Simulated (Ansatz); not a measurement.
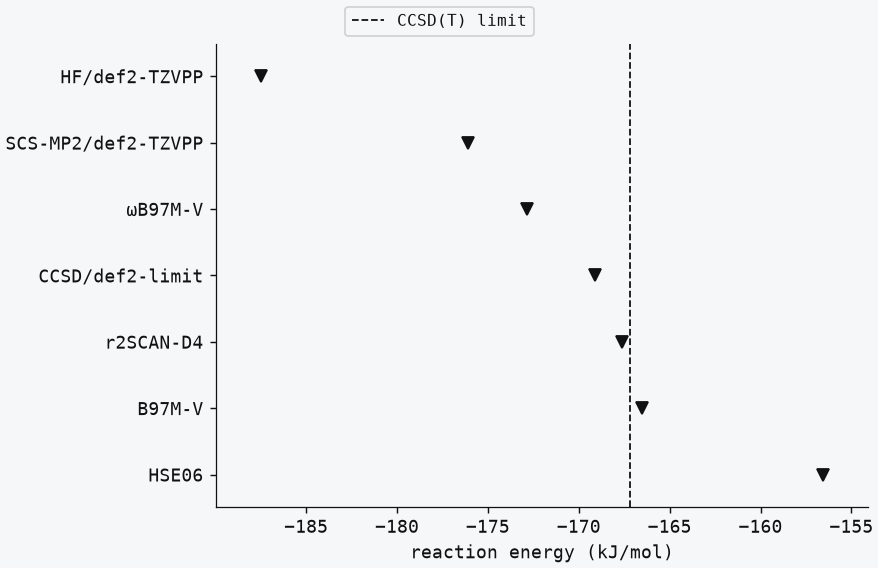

Electronic reaction energy of AlSiH₅O ([OH][AlH][SiH3]) + HCl (Cl) → AlH₂OCl ([OH][AlH][Cl]) + SiH₄ ([SiH4]) (SMILES in brackets) at several levels (functionals in def2-TZVPP unless a basis is named), isolated molecules at PBE0-D4 triple-zeta geometries, minima by their frequencies, no zero-point or thermal terms, the Ansatz code 0.2.0. The line is frozen-core CCSD(T) at the basis limit (MP2 extrapolated from triple and quadruple zeta, plus CCSD(T) less MP2 in a smaller set). No dispersion term is added to HSE06. The distance of SCS-MP2/def2-TZVPP to the limit includes basis error.

Q: Which level comes closest to the line (CCSD(T) limit), and which misses most?

A: Closest r2SCAN-D4 (−167.6 kJ/mol), against −167.2 kJ/mol; farthest HF/def2-TZVPP (−187.5 kJ/mol).

Q: What range do the values span, the line included?

A: From −187.5 kJ/mol (HF/def2-TZVPP) to −156.6 kJ/mol (HSE06).
